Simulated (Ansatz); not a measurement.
## Electronic structure of FGaH4O3 in real space

Input

```
crystal:
  periodic: [false, false, false]
  atoms:
    - { symbol: Ga, position_ang: [-0.272985, -0.617928, 0.756572] }
    - { symbol: O, position_ang: [0.335204, 1.12618, -1.813709] }
    - { symbol: O, position_ang: [1.266275, -1.216697, 1.400031] }
    - { symbol: O, position_ang: [-1.514142, -1.682757, 0.085862] }
    - { symbol: H, position_ang: [-0.056604, 1.664739, -1.107128] }
    - { symbol: F, position_ang: [-0.582927, 1.129525, 0.937346] }
    - { symbol: H, position_ang: [1.27921, 1.329064, -1.755731] }
    - { symbol: H, position_ang: [1.766123, -0.531, 1.863219] }
    - { symbol: H, position_ang: [-2.220055, -1.201226, -0.366563] }
basis:
  gaussian: { orbitals: def2-SVP }
hamiltonian:
  xc: b3lyp
  dispersion: d4
relax:
  f_tol: 0.03
  max_steps: 50
output:
  orbitals: {}
```

Run with:

```sh
ansatz run input.yaml --threads 2 --pin off --max-ram 3072MiB --backend cpu --events-out ev --progress --plain --runs-dir out
```

The fields are those of the relaxed geometry.

Computed with RKS B3LYP-D4/def2-SVP (Ansatz 0.2.0).

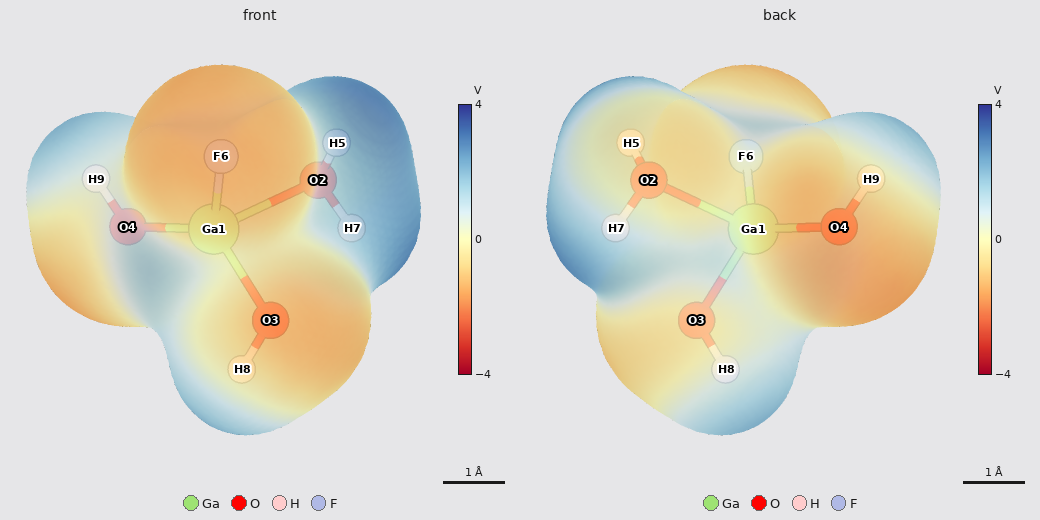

Figure 1. The electrostatic potential painted on the density surface at 0.002 e/bohr³, seen from the front and from behind; red is negative and blue positive.

Q: Which sites attract a positive test charge, and which a negative one?

A: A positive charge is drawn to the negative regions and a negative charge to the positive ones. The most negative region (about −1.7 V) lies over O4, the most positive (about +3.0 V) over H5. O4 is the likeliest acceptor of a hydrogen bond.

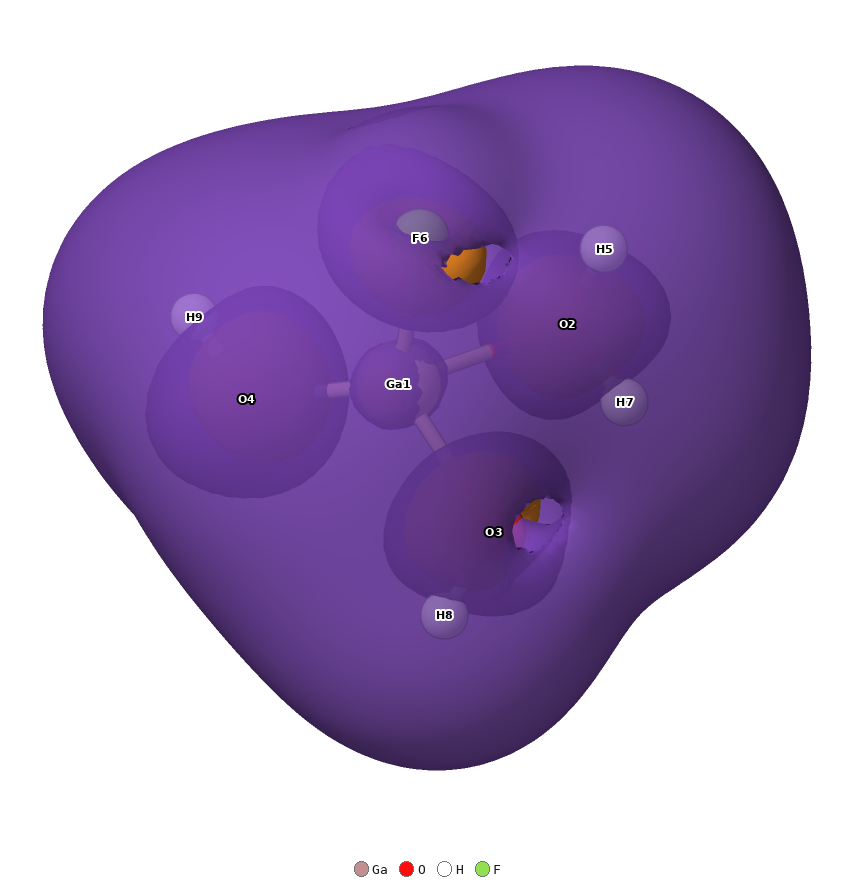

Figure 2. One frontier orbital at ±0.04 Å⁻³ᐟ² (orange and purple are the two phases), seen at a tilt.

Q: Which orbital is it: HOMO or LUMO?

A: The LUMO, at −0.54 eV. It lies mainly on Ga1 (about 35 %), O4 (about 10 %), O2 (about 10 %), O3 (about 10 %), H5 (about 10 %) and H7 (about 10 %).

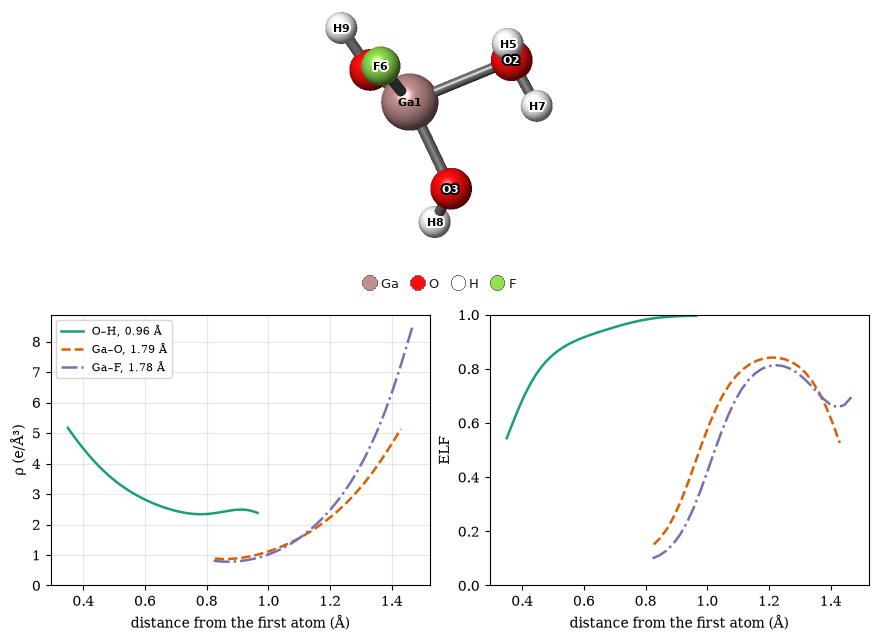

Figure 3. Electron density and ELF along straight lines between neighbouring atoms. The curves leave out the atomic cores. The structure is drawn too.

Q: What can be read from the curves?

A: O–H (0.96 Å): ρ at the midpoint is about 3.6 e/Å³; the ELF climbs to about 1 towards the hydrogen, as it does in any bond to H; a covalent bond by its length.
Ga–O (1.79 Å): ρ at the midpoint is about 0.88 e/Å³; the ELF peaks at about 0.85 in the valence shell of O, 0.6 Å from its nucleus, and is about 0.25 at the midpoint.
Ga–F (1.78 Å): ρ is about 0.79 e/Å³ halfway; the ELF peaks at about 0.80 in the valence shell of F, 0.6 Å from its nucleus, and is about 0.15 at the midpoint.

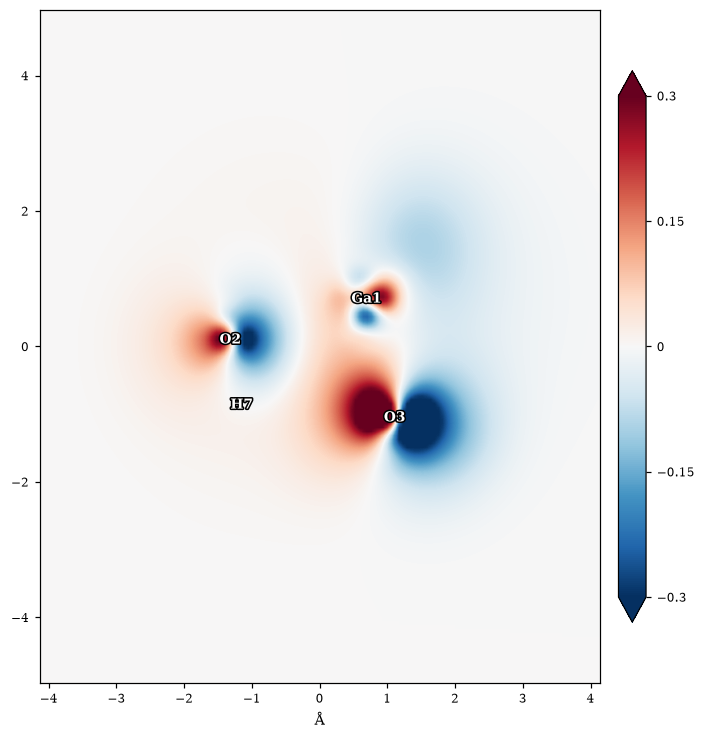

Figure 4. The HOMO−1 on the plane of atoms O2, Ga1 and O3 (values in Å⁻³ᐟ²; the overall sign is arbitrary).

Q: Where does this orbital lie, and at what energy?

A: Its weight (Hirshfeld) is mainly on O3 (about 50 %), O4 (about 30 %) and Ga1 (about 10 %); largely a combination of lone pairs on O3 and O4. Its energy is −8.25 eV.
